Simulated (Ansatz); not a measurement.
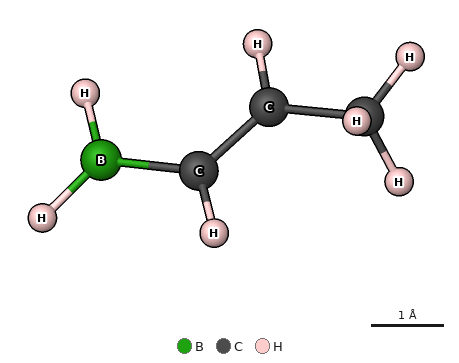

Starting structure of C₃H₇B. Style: ball-and-stick. Shown at a tilt.

The run prepares an end point of a later path (hydrogen shift) calculation, from a guessed geometry.

The calculation used RKS PBE0/def2-SVP (Ansatz).

The input:
```yaml
crystal:
  periodic: [false, false, false]
  atoms:
    - { symbol: B, position_ang: [-0.6043, 2.02513, 0.43771] }
    - { symbol: C, position_ang: [-0.14763, 0.56618, 0.56688] }
    - { symbol: C, position_ang: [0.05218, -0.24797, -0.47881] }
    - { symbol: C, position_ang: [0.49887, -1.6692, -0.37193] }
    - { symbol: H, position_ang: [-0.80907, 2.47804, -0.62219] }
    - { symbol: H, position_ang: [-0.75189, 2.68754, 1.39136] }
    - { symbol: H, position_ang: [0.03129, 0.13588, 1.54862] }
    - { symbol: H, position_ang: [-0.11369, 0.12793, -1.48037] }
    - { symbol: H, position_ang: [-0.20807, -2.24269, 0.22782] }
    - { symbol: H, position_ang: [1.46521, -1.72433, 0.12966] }
    - { symbol: H, position_ang: [0.58709, -2.13652, -1.34874] }
basis:
  gaussian: { orbitals: def2-SVP }
hamiltonian:
  xc: pbe0
relax:
  f_tol: 0.02
  max_steps: 50
output:
  orbitals: {}
```

Command:
```bash
ansatz run input.yaml --threads 2 --pin off --max-ram 3072MiB --backend cpu --events-out ev --progress --plain --runs-dir out
```

**What does the optimiser find from here?**

The energy falls by 3.41 kcal/mol in 13 accepted moves (17 points after the start). The largest force component goes from 1 to 0.018 eV/Å. The line search rejected the trial steps at points 4, 10, 12, 16 of the run. H10 moves most after the best rigid fit: 0.80 Å. By element the largest moves are H 0.80 Å, C 0.17 Å, B 0.03 Å. Some distances before and after: B1–H5 1.171 → 1.213 Å, C3–H8 1.083 → 1.099 Å, C2–C3 1.340 → 1.353 Å, C2–H7 1.087 → 1.099 Å. Among the angles between lasting bonds that change: B1–C2–C3 123.8° → 120.9°, H10–C4–H11 108.7° → 105.8°, C2–C3–C4 124.5° → 126.6°. Groups turn about C3–C4 by about 60°.

Step by step:

| step | E − E(0), kcal/mol | largest force component, eV/Å | note |
| --- | --- | --- | --- |
| 0 | 0.00 | 1.0335 |  |
| 1 | -1.46 | 0.3319 |  |
| 2 | -1.63 | 0.0885 |  |
| 3 | -1.64 | 0.1316 |  |
| 4 | -1.61 | 0.1816 | rejected |
| 5 | -1.68 | 0.0413 |  |
| 6 | -1.79 | 0.0466 |  |
| 7 | -1.87 | 0.0623 |  |
| 8 | -1.88 | 0.6820 |  |
| 9 | -2.99 | 0.2192 |  |
| 10 | -2.96 | 0.5939 | rejected |
| 11 | -3.26 | 0.0653 |  |
| 12 | -3.17 | 0.3258 | rejected |
| 13 | -3.34 | 0.0233 |  |
| 14 | -3.39 | 0.0261 |  |
| 15 | -3.40 | 0.0640 |  |
| 16 | -3.40 | 0.0605 | rejected |
| 17 | -3.41 | 0.0181 |  |

Final geometry:

```xyz
11

B    -0.6278    2.0088    0.4280
C    -0.2998    0.5227    0.6168
C     0.1633   -0.2237   -0.4125
C     0.5251   -1.6647   -0.3698
H    -0.4746    2.5133   -0.6640
H    -1.0341    2.6954    1.3384
H    -0.4253    0.0208    1.5858
H     0.2901    0.2733   -1.3846
H     0.3733   -2.1034    0.6265
H     1.5797   -1.8066   -0.6620
H    -0.0700   -2.2359   -1.1027
```

After the run, drawn alike:

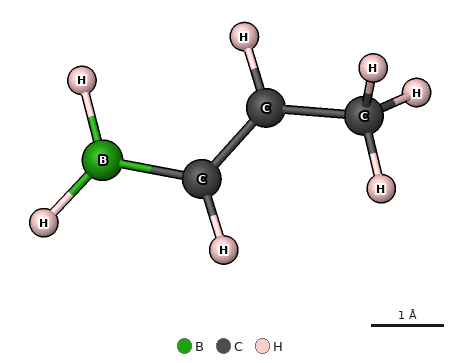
